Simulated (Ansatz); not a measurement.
**H$_{4}$Sn: density, localisation and related maps**

Input

```
crystal:
  periodic: [false, false, false]
  atoms:
    - { symbol: Sn, position_ang: [0.115696, 0.0, 0.081904] }
    - { symbol: H, position_ang: [0.719848, 0.0, 1.686006] }
    - { symbol: H, position_ang: [1.829424, 0.0, 0.117175] }
    - { symbol: H, position_ang: [-0.622734, 1.414451, -0.440292] }
    - { symbol: H, position_ang: [-0.622734, -1.414451, -0.440292] }
basis:
  gaussian: { orbitals: def2-TZVP }
hamiltonian:
  xc: pbe0
relax:
  f_tol: 0.03
  max_steps: 50
output:
  orbitals: {}
```

Command:

```sh
ansatz run input.yaml --threads 1 --pin off --max-ram 2048MiB --backend cpu --events-out ev --progress --plain --runs-dir out
```

The fields are those of the run's last geometry, not of the input's.

Core potentials replace the inner electrons of Sn.

Level of theory: RKS PBE0/def2-TZVP in Ansatz.

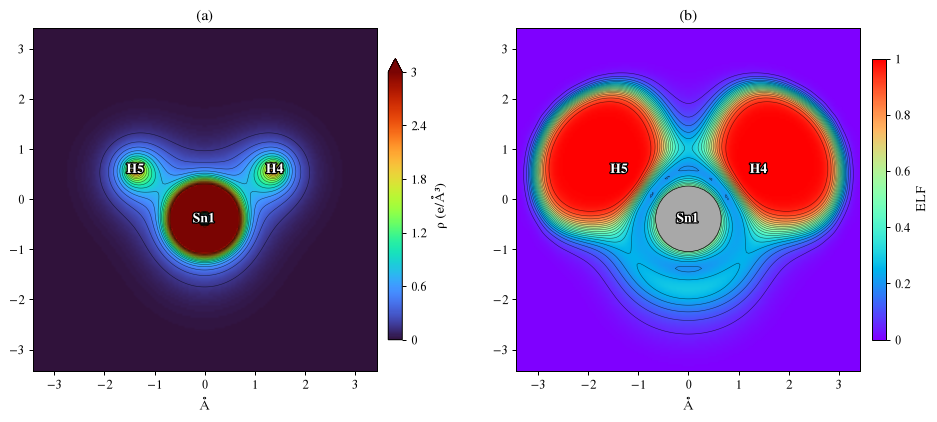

Figure 1. (a) electron density; (b) ELF on the plane of atoms H4, Sn1 and H5. Grey discs cover the atomic cores in the ELF map.

**What does the map show?**

- The section cuts through Sn and H sites.
- Sn–H (1.70 Å): the density is about 1.2 e/Å³ at the midpoint; the ELF climbs to about 1 towards the hydrogen.

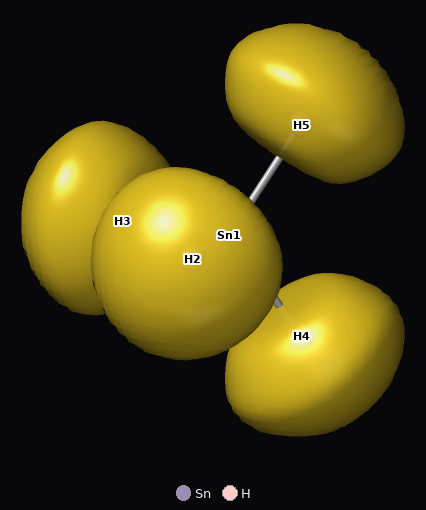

Figure 2. Isosurface of the ELF at 0.85 (yellow), seen at a tilt. Core shells and regions of very low density are left out.

**Describe the localisation domains.**

The surface consists of four regions around hydrogen nuclei.

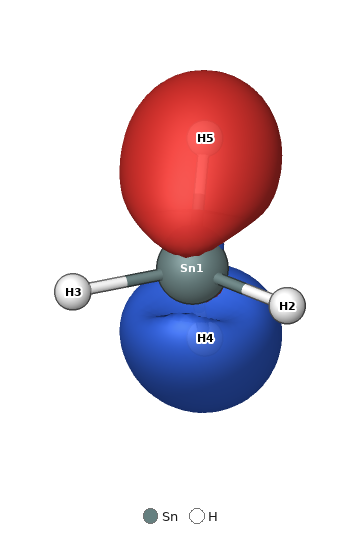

Figure 3. The HOMO−1 at ±0.15 Å⁻³ᐟ² (red and blue are the two phases), seen at an oblique angle.

**Where does this orbital lie, and at what energy?**

By Hirshfeld shares it lies mainly on Sn1 (about 45 %), H4 (about 25 %) and H5 (about 25 %). It is one of a degenerate set, so its orientation is arbitrary. Its energy is −9.17 eV.
